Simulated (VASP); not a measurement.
# The Sommerfeld expansion tested on SiNi

Wanted: TS, pressure and Fermi level of SiNi against the smearing width, on one dense mesh.

Program: VASP 6.6.1. Level of theory: PBEsol, no spin polarisation; plane waves and PAW (Si, Ni), in the first sound run; inputs show where later runs differ. Results are calculated unless marked as measured.

### 1. Set-up

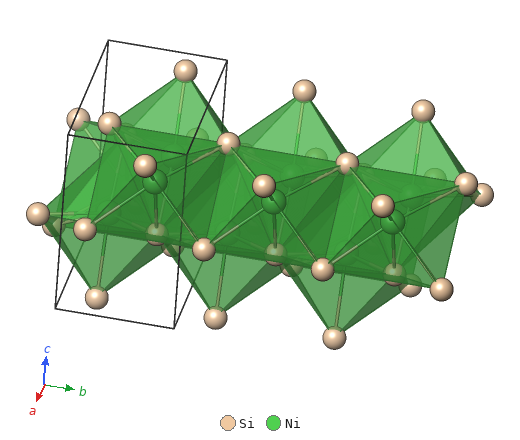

The cell as given, from a free direction (silicon light orange, nickel green). 1×3×1 cells are drawn. Some periodic images of atoms are drawn too.

Coordinates:

```cif
data_structure
_symmetry_space_group_name_H-M 'P 1'
_symmetry_Int_Tables_number 1
_cell_length_a 5.1731
_cell_length_b 3.3381
_cell_length_c 5.6049
_cell_angle_alpha 90.000
_cell_angle_beta 90.000
_cell_angle_gamma 90.000
_cell_volume 96.79
loop_
_atom_site_label
_atom_site_type_symbol
_atom_site_fract_x
_atom_site_fract_y
_atom_site_fract_z
_atom_site_occupancy
Si1 Si 0.32128 0.75000 0.08250 1
Si2 Si 0.17872 0.25000 0.58250 1
Si3 Si 0.82128 0.75000 0.41750 1
Si4 Si 0.67872 0.25000 0.91750 1
Ni5 Ni 0.00779 0.25000 0.18752 1
Ni6 Ni 0.49221 0.75000 0.68752 1
Ni7 Ni 0.50779 0.25000 0.31248 1
Ni8 Ni 0.99221 0.75000 0.81248 1
```

### 2. Relax the crystal, PBEsol

The cell is relaxed and then held.

This step took 2 runs in a row; the last is shown.

Level: PBEsol, no spin polarisation; plane waves and PAW (Si, Ni).

The input, INCAR:

```
SYSTEM = SiNi
PREC = Accurate
ENCUT = 450
EDIFF = 1E-07
NELM = 120
ISMEAR = 1
SIGMA = 0.15
LREAL = .FALSE.
ALGO = Normal
GGA = PS
NBANDS = 36
LASPH = .TRUE.
LORBIT = 11
LWAVE = .FALSE.
LCHARG = .FALSE.
KPAR = 8
IBRION = 2
NSW = 40
ISIF = 3
EDIFFG = -0.005
POTIM = 0.4
```

The input, POSCAR:

```
SiNi
1.0
    5.1193455248      0.0000000000      0.0000000000
    0.0000000000      3.3415278570      0.0000000000
    0.0000000000      0.0000000000      5.5226106628
Si Ni
4 4
Direct
    0.3209286611      0.7500000000      0.0859460067
    0.1790713389      0.2500000000      0.5859460067
    0.8209286611      0.7500000000      0.4140539933
    0.6790713389      0.2500000000      0.9140539933
    0.0094148644      0.2500000000      0.1869367405
    0.4905851356      0.7500000000      0.6869367405
    0.5094148644      0.2500000000      0.3130632595
    0.9905851356      0.7500000000      0.8130632595
```

The input, KPOINTS:

```
Automatic mesh
0
Gamma
9 13 8
0 0 0
```

Potentials, in the order of the species: Si and Ni (PBE family, release 64).

The run is started by

```console
$ mpirun -np 8 vasp_std
```

The log of the run:

```text
[banner, memory and clock lines left out]
running    8 mpi-ranks, on    1 nodes
[...]
|                                                                             |
|           W    W    AA    RRRRR   N    N  II  N    N   GGGG   !!!           |
|           W    W   A  A   R    R  NN   N  II  NN   N  G    G  !!!           |
|           W    W  A    A  R    R  N N  N  II  N N  N  G       !!!           |
|           W WW W  AAAAAA  RRRRR   N  N N  II  N  N N  G  GGG   !            |
|           WW  WW  A    A  R   R   N   NN  II  N   NN  G    G                |
|           W    W  A    A  R    R  N    N  II  N    N   GGGG   !!!           |
|                                                                             |
|     For optimal performance we recommend to set                             |
|       NCORE = 2 up to number-of-cores-per-socket                            |
|     NCORE specifies how many cores store one orbital (NPAR=cpu/NCORE).      |
|     This setting can greatly improve the performance of VASP for DFT.       |
[...]
|     You enforced a specific xc type in the INCAR file but a different       |
|     [... a line on the potential file left out ...]
|     I HOPE YOU KNOW WHAT YOU ARE DOING!                                     |
|                                                                             |

 LDA part: xc-table for (Slater+PW92), standard interpolation
 POSCAR, INCAR and KPOINTS ok, starting setup
[...]
entering main loop
       N       E                     dE             d eps       ncg     rms          rms(c)
DAV:   1     0.342835536853E+03    0.34284E+03   -0.22204E+04 12600   0.164E+03
DAV:   2    -0.305336311811E+02   -0.37337E+03   -0.36069E+03 12604   0.359E+02
DAV:   3    -0.590588835014E+02   -0.28525E+02   -0.27642E+02 13836   0.120E+02
DAV:   4    -0.601094938402E+02   -0.10506E+01   -0.10421E+01 15524   0.210E+01
[...]
DAV:  15    -0.522616002691E+02    0.15792E-06   -0.17900E-06 14468   0.182E-02    0.249E-03
DAV:  16    -0.522616004855E+02   -0.21631E-06   -0.27800E-07 10104   0.275E-03    0.104E-03
DAV:  17    -0.522616005384E+02   -0.52934E-07   -0.25511E-08  7296   0.141E-03
   1 F= -.52261601E+02 E0= -.52262494E+02  d E =-.522616E+02
[...]
reached required accuracy - stopping structural energy minimisation
```

The job ended after 30 s (8 MPI ranks of Intel Xeon 6975P-C (Granite Rapids), shared host; peak memory 3.6 GiB; 3.8 min of CPU time).

Lines that name or quote the potential files are left out of all logs, and their timing lines are given in words.

From OUTCAR (step 2):

```text
  Total        0.0026811      0.0167106      0.0120474      0.0000000      0.0000000      0.0000000
  in kB        0.0454686      0.2833987      0.2043153      0.0000000      0.0000000      0.0000000
  external PRESSURE =       0.1777275 kB  Pullay stress =       0.0000000 kB

 POSITION                                       TOTAL-FORCE (eV/Angst)
 -----------------------------------------------------------------------------------
      1.64294      2.50615      0.47465         0.001418     -0.000000      0.001351
      0.91673      0.83538      3.23595        -0.001418     -0.000000      0.001351
      4.20262      2.50615      2.28666         0.001418     -0.000000     -0.001351
      3.47640      0.83538      5.04796        -0.001418     -0.000000     -0.001351
      0.04820      0.83538      1.03238        -0.003296     -0.000000      0.002303
      2.51147      2.50615      3.79368         0.003296      0.000000      0.002303
      2.60787      0.83538      1.72893        -0.003296     -0.000000     -0.002303
      5.07115      2.50615      4.49023         0.003296     -0.000000     -0.002303
 -----------------------------------------------------------------------------------
    total drift:                                0.000000     -0.000000     -0.000000

  FREE ENERGIE OF THE ION-ELECTRON SYSTEM (eV)
  ---------------------------------------------------
  free  energy   TOTEN  =       -52.2616005384 eV

  energy  without entropy=      -52.2642820652  energy(sigma->0) =      -52.26249438

 reached required accuracy - stopping structural energy minimisation

[... 3 further parts left out ...]
[key lines of the parts left out:]
E-fermi :  10.6853
```

Numbers from this step:

- energy(sigma→0) of the program: -52.2625 eV
- stress, compression positive: xx, yy, zz 0.00, 0.03, 0.02 GPa
- volume: 94.472 Å³
- ionic steps: 1

### 3. Tetrahedra, PBEsol

Tetrahedra give the density of states at the Fermi level without smearing.

Level: PBEsol, no spin polarisation; plane waves and PAW (Si, Ni).

The input, INCAR:

```
SYSTEM = SiNi
PREC = Accurate
ENCUT = 450
EDIFF = 1E-08
NELM = 100
ISMEAR = -5
SIGMA = 0.15
LREAL = .FALSE.
ALGO = Normal
GGA = PS
NBANDS = 92
LASPH = .TRUE.
LORBIT = 11
LWAVE = .FALSE.
LCHARG = .FALSE.
KPAR = 2
ISIF = 2
NEDOS = 3001
```

POSCAR is that of step 2.

The input, KPOINTS:

```
Automatic mesh
0
Gamma
12 18 12
0 0 0
```

The run is started by

```console
$ mpirun -np 2 vasp_std
```

The log of the run:

```text
[banner, memory and clock lines left out]
running    2 mpi-ranks, on    1 nodes
[...]
[... a notice as in an earlier step ...]

 LDA part: xc-table for (Slater+PW92), standard interpolation
 POSCAR, INCAR and KPOINTS ok, starting setup
[...]
entering main loop
       N       E                     dE             d eps       ncg     rms          rms(c)
DAV:   1     0.360785485508E+03    0.36079E+03   -0.15655E+04 91784   0.645E+02
DAV:   2    -0.713571336422E+01   -0.36792E+03   -0.32204E+03 90168   0.179E+02
DAV:   3    -0.582683973667E+02   -0.51133E+02   -0.45749E+02100784   0.659E+01
DAV:   4    -0.601149951226E+02   -0.18466E+01   -0.18308E+01105024   0.130E+01
[...]
DAV:  16    -0.522605558183E+02    0.17984E-06   -0.52828E-09 63316   0.402E-04    0.406E-04
DAV:  17    -0.522605557997E+02    0.18629E-07   -0.15967E-09 52524   0.176E-04    0.146E-04
DAV:  18    -0.522605558030E+02   -0.33178E-08   -0.51415E-10 51176   0.782E-05
   1 F= -.52260556E+02 E0= -.52260556E+02  d E =0.000000E+00
|                                                                             |
|           W    W    AA    RRRRR   N    N  II  N    N   GGGG   !!!           |
|           W    W   A  A   R    R  NN   N  II  NN   N  G    G  !!!           |
|           W    W  A    A  R    R  N N  N  II  N N  N  G       !!!           |
|           W WW W  AAAAAA  RRRRR   N  N N  II  N  N N  G  GGG   !            |
|           WW  WW  A    A  R   R   N   NN  II  N   NN  G    G                |
|           W    W  A    A  R    R  N    N  II  N    N   GGGG   !!!           |
|                                                                             |
|     Tetrahedron method does not include variations of the Fermi             |
|     occupations, so forces and stress will be inaccurate. We suggest        |
|     using a different smearing scheme ISMEAR = 1 or 2 for metals in         |
|     relaxations.                                                            |
|                                                                             |
```

Run time: 14 min. Hardware: 2 MPI ranks; peak memory 3.9 GiB.

Parts of OUTCAR (step 3):

```text
  Total       -0.1618416      0.2498579     -0.0442610      0.0000000      0.0000000      0.0000000
  in kB       -2.7447122      4.2374017     -0.7506339      0.0000000      0.0000000      0.0000000
  external PRESSURE =       0.2473519 kB  Pullay stress =       0.0000000 kB

 POSITION                                       TOTAL-FORCE (eV/Angst)
 -----------------------------------------------------------------------------------
      1.64294      2.50615      0.47465         0.003097      0.000000      0.001207
      0.91673      0.83538      3.23595        -0.003097     -0.000000      0.001207
      4.20262      2.50615      2.28666         0.003097     -0.000000     -0.001207
      3.47640      0.83538      5.04796        -0.003097     -0.000000     -0.001207
      0.04820      0.83538      1.03238        -0.001719      0.000000      0.005452
      2.51147      2.50615      3.79368         0.001719     -0.000000      0.005452
      2.60787      0.83538      1.72893        -0.001719      0.000000     -0.005452
      5.07115      2.50615      4.49023         0.001719     -0.000000     -0.005452
 -----------------------------------------------------------------------------------
    total drift:                                0.000000     -0.000000     -0.000000

  FREE ENERGIE OF THE ION-ELECTRON SYSTEM (eV)
  ---------------------------------------------------
  free  energy   TOTEN  =       -52.2605558030 eV

  energy  without entropy=      -52.2605558030  energy(sigma->0) =      -52.26055580

[... 1 part as in an earlier step ...]

[... 2 further parts left out ...]
[key lines of the parts left out:]
E-fermi :  10.7089
```

This run gave:

```
energy(sigma→0) of the program : -52.2606 eV
```

The run ends at a pressure of 0.02 GPa, with forces up to 0.0057 eV/Å.

### 4. Electron temperature, PBEsol

One member in full: SIGMA = 0.05 eV.

Level: PBEsol, no spin polarisation; plane waves and PAW (Si, Ni).

Changes to INCAR since step 3:

```diff
@@ -5,4 +5,4 @@
 NELM = 100
-ISMEAR = -5
-SIGMA = 0.15
+ISMEAR = -1
+SIGMA = 0.05
 LREAL = .FALSE.
@@ -17,2 +17 @@
 ISIF = 2
-NEDOS = 3001
```

POSCAR is that of step 3.

KPOINTS is that of step 3.

The run is started by

```console
$ mpirun -np 2 vasp_std
```

The log of the run:

```text
[... set-up lines as in an earlier step ...]
 entering main loop
       N       E                     dE             d eps       ncg     rms          rms(c)
DAV:   1     0.360769567726E+03    0.36077E+03   -0.15655E+04 91784   0.645E+02
DAV:   2    -0.715334858044E+01   -0.36792E+03   -0.32195E+03 90168   0.179E+02
DAV:   3    -0.582805343711E+02   -0.51127E+02   -0.45663E+02100784   0.659E+01
DAV:   4    -0.601272102767E+02   -0.18467E+01   -0.18309E+01105024   0.130E+01
[...]
DAV:  15    -0.522691031833E+02    0.81544E-07   -0.12440E-07110308   0.116E-03    0.150E-03
DAV:  16    -0.522691030895E+02    0.93774E-07   -0.52286E-09 63236   0.406E-04    0.409E-04
DAV:  17    -0.522691030992E+02   -0.96743E-08   -0.16478E-09 52540   0.178E-04
   1 F= -.52269103E+02 E0= -.52260769E+02  d E =-.166687E-01
```

Elapsed: 13 min, on 2 MPI ranks; peak memory 3.7 GiB; 24 min of CPU time.

From OUTCAR (step 4):

```text
  LATTYP: Found a simple orthorhombic cell.
 ALAT       =     3.3415278570
 B/A-ratio  =     1.5320373625
 C/A-ratio  =     1.6527202223

 Subroutine GETGRP returns: Found  8 space group operations
 (whereof  2 operations were pure point group operations)

The static configuration has the point symmetry S_2 .
 The point group associated with its full space group is D_2h.

 Found    490 irreducible k-points:

   dimension x,y,z NGX =    36 NGY =   24 NGZ =   40
   dimension x,y,z NGXF=    72 NGYF=   48 NGZF=   80

   ENCUT  =  450.0 eV  33.07 Ry    5.75 a.u.   8.85  5.78  9.55*2*pi/ulx,y,z

   NELECT =      56.0000    total number of electrons

 E-fermi :  10.6925

 k-point     1 :       0.0000    0.0000    0.0000
  band No.  band energies     occupation
    ...
     24       8.6493      2.00000
     25       8.8768      2.00000
     26       9.4985      2.00000
     27       9.5044      2.00000
     28       9.7172      2.00000
     29      11.2991      0.00001
     30      12.0358      0.00000
     31      14.1066      0.00000
     32      14.6361      0.00000
     33      14.7853      0.00000
    ...

 k-point     2 :       0.0833    0.0000    0.0000
  band No.  band energies     occupation
    ...
     24       8.6551      2.00000
     25       8.8558      2.00000
     26       9.4708      2.00000
     27       9.6102      2.00000
     28       9.7022      2.00000
     29      11.5204      0.00000
     30      12.1253      0.00000
     31      14.0284      0.00000
     32      14.6795      0.00000
     33      14.7835      0.00000
    ...

  Total       -0.0722611      0.1527530     -0.0022712      0.0000000      0.0000000      0.0000000
  in kB       -1.2254947      2.5905767     -0.0385178      0.0000000      0.0000000      0.0000000
  external PRESSURE =       0.4421881 kB  Pullay stress =       0.0000000 kB

 POSITION                                       TOTAL-FORCE (eV/Angst)
 -----------------------------------------------------------------------------------
      1.64294      2.50615      0.47465         0.003311     -0.000000     -0.000766
      0.91673      0.83538      3.23595        -0.003311     -0.000000     -0.000766
      4.20262      2.50615      2.28666         0.003311      0.000000      0.000766
      3.47640      0.83538      5.04796        -0.003311      0.000000      0.000766
      0.04820      0.83538      1.03238        -0.002902      0.000000      0.004995
      2.51147      2.50615      3.79368         0.002902      0.000000      0.004995
      2.60787      0.83538      1.72893        -0.002902     -0.000000     -0.004995
      5.07115      2.50615      4.49023         0.002902     -0.000000     -0.004995
 -----------------------------------------------------------------------------------
    total drift:                                0.000000     -0.000000     -0.000000

  FREE ENERGIE OF THE ION-ELECTRON SYSTEM (eV)
  ---------------------------------------------------
  free  energy   TOTEN  =       -52.2691030992 eV

  energy  without entropy=      -52.2524344373  energy(sigma->0) =      -52.26076877

 total charge
# of ion       s       p       d       tot
------------------------------------------
    1        0.760   0.862   0.000   1.622
    2        0.760   0.862   0.000   1.622
    3        0.760   0.862   0.000   1.622
    4        0.760   0.862   0.000   1.622
    5        0.515   0.674   8.466   9.655
    6        0.515   0.674   8.466   9.655
    7        0.515   0.674   8.466   9.655
    8        0.515   0.674   8.466   9.655
--------------------------------------------------
tot          5.100   6.145  33.865  45.110

[... 2 parts as in an earlier step ...]

[... 7 further parts left out ...]
```

Numbers from this step:

| Quantity | Value |
| --- | --- |
| energy(sigma→0) of the program | -52.2608 eV |
| stress, compression positive | xx, yy, zz -0.12, 0.26, 0.00 GPa |

The run ends at a pressure of 0.04 GPa, with forces up to 0.0058 eV/Å.

### 5. The whole series

The other members went through these steps as far as the tables show, on the same mesh; 7 runs are not shown. The session took 4.2 core hours (wall time by ranks) on a shared machine.

```csv
width kT (eV),temperature (K),free energy less that of the narrowest width (meV/atom),TS (meV/atom),pressure (GPa),shift of the Fermi level (eV)
0.025,290,0.000,0.509,0.029,0.000
0.050,580,-0.773,2.084,0.044,0.006
0.075,870,-2.089,4.780,0.068,0.009
0.100,1160,-3.963,8.631,0.100,0.009
0.150,1741,-9.459,20.130,0.198,0.004
0.200,2321,?,?,0.353,-0.004
0.300,3481,-42.163,93.638,0.899,-0.013
```

### 6. The Sommerfeld expansion

At low temperature TS = (π²/3) g (kT)², so TS, twice the difference of energy(sigma→0) and the free energy, over (π²/3)(kT)² is an effective density of states: 0.248, 0.253, 0.258, 0.262, 0.272, 0.316 states/eV/atom in the rows shown.

Fitting a parabola to the 6 known rows (σ: width in eV) gives g = 0.3342 σ² + 0.1365 σ + 0.2451 in states/eV/atom; the residuals are 8.3e-4 states/eV/atom r.m.s.

At σ = 0.2 this predicts 0.286 states/eV/atom.

### 7. Checking the prediction

The calculation gives 0.284 states/eV/atom, so the prediction is 0.002 states/eV/atom too high.

The parabola in σ is an empirical guide, not the expansion itself. Tetrahedra give g = 0.250 states/eV/atom at the Fermi level, the limit that the series should reach at zero width.

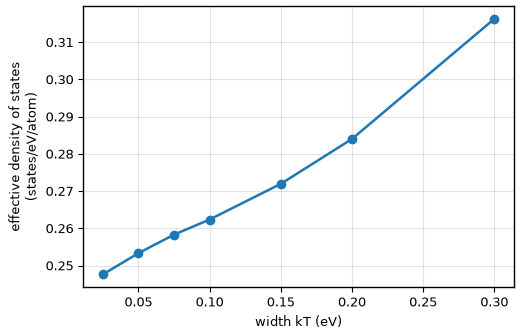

TS over (π²/3)(kT)² against the width.

### 8. Results

```
density of states at the Fermi level, tetrahedra : 0.25 states/eV/atom
Sommerfeld coefficient from it                   : 0.59 mJ per mole of atoms and K²
pressure at the widest setting                   : 0.90 GPa
error of the predicted g                         : 0.002 states/eV/atom
```

**Reading.** Against the tetrahedron value, the effective density of states stands at -1 % at 0.025 eV, +1 % at 0.05 eV, +5 % at 0.1 eV, +26 % at 0.3 eV. At the widest setting the states within reach are denser than those at the Fermi level. The bare coefficient lacks the electron-phonon enhancement of measured heat capacities.

[Lines on the potential files, build, host, timing and source positions are cut from VASP's logs without a mark.]

[Logs are printed without paths, hosts, clocks, repeated set-up lines and the standing remarks that a program may print on its own settings, such as how far it seeks lower states.]

[Hosts, paths, dates, database ids (printed as entryN), source tags and the programs' standing remarks are cut or masked in the printed files.]
